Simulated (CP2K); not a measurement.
**CH5BO2 (SMILES BC(O)O) at GFN1-xTB**

What is the energy difference between two shapes of CH5BO2 at GFN1-xTB? 

The results are computed with CP2K 2026.2.

1 further run of the same task is left out (it didn't finish).

## (1) The system as given

CH5BO2: 9 atoms, total charge 0, spin state singlet. SMILES: `BC(O)O`. Geometry: relaxed at GFN2-xTB. This is one conformer, not always the lowest.

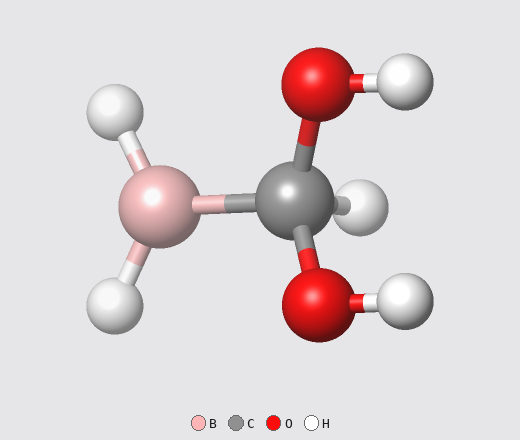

Viewed from a chosen angle; boron pink, carbon grey, oxygen red, hydrogen white.

## (2) Energy and gradient at GFN1-xTB

molecule.xyz reads:

```xyz
9

B      0.643960     0.991120    -0.797230
C     -0.158400    -0.090170     0.042020
O      0.275470    -1.410060    -0.180330
O     -0.234910     0.207390     1.415540
H      1.104740     0.667010    -1.814600
H      0.670710     2.084910    -0.404720
H     -1.188650     0.016790    -0.394960
H     -0.308640    -2.036430     0.268040
H     -0.804290    -0.430560     1.866240
```

calc.inp reads:

```
&FORCE_EVAL
  METHOD Quickstep
  &DFT
    CHARGE 0
    MULTIPLICITY 1
    &QS
      METHOD XTB
      EPS_DEFAULT 1.0E-10
      &XTB
        GFN_TYPE 1
        CHECK_ATOMIC_CHARGES F
      &END XTB
    &END QS
    &POISSON
      PERIODIC NONE
      POISSON_SOLVER ANALYTIC
    &END POISSON
    &SCF
      SCF_GUESS ATOMIC
      EPS_SCF 1.0E-06
      MAX_SCF 100
      ADDED_MOS 4
      &DIAGONALIZATION
        ALGORITHM STANDARD
      &END DIAGONALIZATION
      &MIXING
        METHOD DIRECT_P_MIXING
        ALPHA 0.4
      &END MIXING
    &END SCF
    &PRINT
      &MOMENTS
        PERIODIC F
        REFERENCE COM
        MAX_MOMENT 1
      &END MOMENTS
      &MO ON
        ENERGIES T
        OCCUPATION_NUMBERS T
        NDIGITS 6
        &EACH
          QS_SCF 0
        &END EACH
        ADD_LAST NUMERIC
      &END MO
      &HIRSHFELD OFF
      &END HIRSHFELD
    &END PRINT
  &END DFT
  ! atoms, cell and kinds
  &SUBSYS
    &CELL
      ABC [angstrom] 12.3 14.1 13.7
      PERIODIC NONE
    &END CELL
    &TOPOLOGY
      COORD_FILE_NAME molecule.xyz
      COORD_FILE_FORMAT XYZ
      &CENTER_COORDINATES
      &END CENTER_COORDINATES
    &END TOPOLOGY
  &END SUBSYS
  &PRINT
    &FORCES ON
    &END FORCES
  &END PRINT
&END FORCE_EVAL

&GLOBAL
  PROJECT_NAME calc
  RUN_TYPE ENERGY_FORCE
  PRINT_LEVEL MEDIUM
&END GLOBAL
```

On the command line:

```
$ OMP_NUM_THREADS=1 cp2k.psmp -i calc.inp > calc.out 2>&1
```

Standard output (excerpt; [...] marks lines left out):

```text
CP2K| version string:                                       CP2K version 2026.2
[...]
 GLOBAL| Method name                                                        CP2K
[...]
 GLOBAL| Run type                                                   ENERGY_FORCE
[...]
                             - Atoms:                                          9
[...]
                             - Spherical basis functions:                     26
[...]
 Number of electrons:                                                         24
[...]
     1 P_Mix/Diag. 0.40E+00    0.0     0.60234512       -15.3975720380 -1.54E+01
[...]
    11 DIIS/Diag.  0.18E-06    0.0     0.00000028       -15.5588034651 -1.23E-12
  *** SCF run converged in    11 steps ***
[...]
 TB_DIPOLE| Moment [Debye]         -2.10008150      -0.57054056      -0.11512813
 TB_DIPOLE| Derivative [a.u.]       0.00000000       0.00000000       0.00000000
[...]
 ENERGY| Total FORCE_EVAL ( QS ) energy [hartree]            -15.558803465119482
 FORCES| Atomic forces [hartree/bohr]
 FORCES|   Atom     x               y               z               |f|
 FORCES|      1 -3.12928820E-03 -1.14230214E-02  1.02633639E-02   1.56720931E-02
 FORCES|      2 -6.33323198E-04  4.18607610E-03 -4.24136502E-03   5.99278805E-03
 FORCES|      3  3.55545714E-04 -3.09117354E-03 -4.00492022E-04   3.13722178E-03
 FORCES|      4 -5.40963011E-04  3.77259153E-04  2.94355758E-03   3.01653720E-03
 FORCES|      5  3.15464371E-03  3.20042386E-05 -8.20044041E-03   8.78635443E-03
 FORCES|      6  4.49214649E-04  9.00872822E-03  5.22384218E-04   9.03503532E-03
 FORCES|      7 -1.90858007E-03  1.82931540E-04 -8.95609180E-04   2.11618942E-03
 FORCES|      8  1.14167350E-03  4.66794707E-04  7.57072320E-05   1.23573754E-03
 FORCES|      9  1.11107690E-03  2.60400964E-04 -6.71063293E-05   1.14315519E-03
 FORCES| Sum     6.00648004E-17  1.02294475E-16  1.43155344E-16
 FORCES| Total atomic force                                       1.85917703E-16
[...]
```

Wall time 0.26 s (1 thread of Arm Neoverse V2, shared host).

## (3) The distorted shape at the same level

molecule.xyz reads:

```xyz
9

B      0.673092     1.039641    -0.755209
C     -0.109294    -0.029645    -0.056072
O      0.329411    -1.434807    -0.180717
O     -0.285513     0.177369     1.454181
H      1.086631     0.652160    -1.796047
H      0.667824     2.086684    -0.266957
H     -1.196159     0.040995    -0.453246
H     -0.408253    -2.097445     0.285138
H     -0.857441    -0.355081     1.860838
```

gas.inp reads:

```
&GLOBAL
  PROJECT_NAME gas
  RUN_TYPE ENERGY_FORCE
  PRINT_LEVEL MEDIUM
&END GLOBAL

&FORCE_EVAL
  METHOD QS
  &DFT
    CHARGE 0
    MULTIPLICITY 1
    &QS
      METHOD XTB
      EPS_DEFAULT 1.0E-10
      &XTB
        GFN_TYPE 1
        CHECK_ATOMIC_CHARGES F
      &END XTB
    &END QS
    &POISSON
      PERIODIC NONE
      POISSON_SOLVER ANALYTIC
    &END POISSON
    &SCF
      SCF_GUESS ATOMIC
      EPS_SCF 1.0E-06
      MAX_SCF 100
      ADDED_MOS 4
      &DIAGONALIZATION
        ALGORITHM STANDARD
      &END DIAGONALIZATION
      &MIXING
        METHOD DIRECT_P_MIXING
        ALPHA 0.4
      &END MIXING
    &END SCF
    &PRINT
      &MOMENTS
        PERIODIC F
        REFERENCE COM
        MAX_MOMENT 1
      &END MOMENTS
      &MO ON
        ENERGIES T
        OCCUPATION_NUMBERS T
        NDIGITS 6
        &EACH
          QS_SCF 0
        &END EACH
        ADD_LAST NUMERIC
      &END MO
      &HIRSHFELD OFF
      &END HIRSHFELD
    &END PRINT
  &END DFT
  &SUBSYS
    &CELL
      ABC [angstrom] 12.3 14.2 13.7
      PERIODIC NONE
    &END CELL
    &TOPOLOGY
      COORD_FILE_NAME molecule.xyz
      COORD_FILE_FORMAT XYZ
      &CENTER_COORDINATES
      &END CENTER_COORDINATES
    &END TOPOLOGY
  &END SUBSYS
  &PRINT
    &FORCES ON
    &END FORCES
  &END PRINT
&END FORCE_EVAL
```

On the command line:

```
$ OMP_NUM_THREADS=1 cp2k.psmp gas.inp > gas.out
```

Standard output (excerpt; [...] marks lines left out):

```text
CP2K| version string:                                       CP2K version 2026.2
[...]
 GLOBAL| Method name                                                        CP2K
[...]
 GLOBAL| Run type                                                   ENERGY_FORCE
[...]
                             - Atoms:                                          9
[...]
                             - Spherical basis functions:                     26
[...]
 Number of electrons:                                                         24
[...]
     1 P_Mix/Diag. 0.40E+00    0.0     0.81431610       -15.3127666372 -1.53E+01
[...]
    11 DIIS/Diag.  0.61E-06    0.0     0.00000076       -15.5210936285 -7.93E-12
  *** SCF run converged in    11 steps ***
[...]
 TB_DIPOLE| Moment [Debye]         -2.21228095      -0.11788219      -0.71705111
 TB_DIPOLE| Derivative [a.u.]       0.00000000       0.00000000       0.00000000
[...]
 ENERGY| Total FORCE_EVAL ( QS ) energy [hartree]            -15.521093628477665
 FORCES| Atomic forces [hartree/bohr]
 FORCES|   Atom     x               y               z               |f|
 FORCES|      1  1.25492809E-02 -2.32340541E-03 -1.60668702E-02   2.05189420E-02
 FORCES|      2 -4.48394735E-02 -7.34013572E-02  8.04560198E-02   1.17777369E-01
 FORCES|      3 -5.98816809E-02 -4.75833155E-03  2.29499911E-02   6.43052060E-02
 FORCES|      4  7.65272311E-02  7.10159556E-02 -9.06913888E-02   1.38291761E-01
 FORCES|      5  4.09844908E-03  1.22432535E-02 -1.53936804E-03   1.30024688E-02
 FORCES|      6  4.18863778E-03  1.24185606E-02 -3.20422619E-03   1.34919383E-02
 FORCES|      7  2.19794765E-02  1.80427037E-04  1.44838184E-03   2.20278858E-02
 FORCES|      8  5.14771135E-02  5.00966391E-02 -3.16585692E-02   7.84973342E-02
 FORCES|      9 -6.60990345E-02 -6.54717417E-02  3.83060298E-02   1.00613037E-01
 FORCES| Sum    -1.24900090E-16  1.52655666E-16 -6.24500451E-17
 FORCES| Total atomic force                                       2.06890776E-16
[...]
```

Wall time 0.26 s (1 thread of Arm Neoverse V2, shared host).

## (4) What came out

Level: GFN1-xTB.

```
                                                  quantity         value
                                 first shape: total energy  -15.55880 Eh
    first shape: dipole moment (from atomic charges alone)        2.18 D
                                  first shape: HOMO energy     -12.06 eV
                                  first shape: LUMO energy      -7.88 eV
                                first shape: HOMO–LUMO gap       4.18 eV
                            first shape: dispersion energy  -5.08 kJ/mol
                     first shape: largest force on an atom    0.806 eV/Å
                             distorted shape: total energy  -15.52109 Eh
distorted shape: dipole moment (from atomic charges alone)        2.33 D
                              distorted shape: HOMO energy     -12.50 eV
                              distorted shape: LUMO energy      -8.10 eV
                            distorted shape: HOMO–LUMO gap       4.40 eV
                        distorted shape: dispersion energy  -5.08 kJ/mol
                 distorted shape: largest force on an atom    7.111 eV/Å
                    energy change with the atoms displaced      1.026 eV
```

**Reading.** With the atoms displaced the energy rises by 1.03 eV (24 kcal/mol). The first shape isn't relaxed at this level, so the change isn't measured from a minimum. The largest force (first shape) is 0.81 eV/Å: the shape isn't a stationary point for this species at this level. The dipole (first shape) comes from point charges on the atoms alone, without atomic dipoles, so it is partial. The dipole (distorted shape) comes from point charges on the atoms alone, without atomic dipoles, so it is partial.
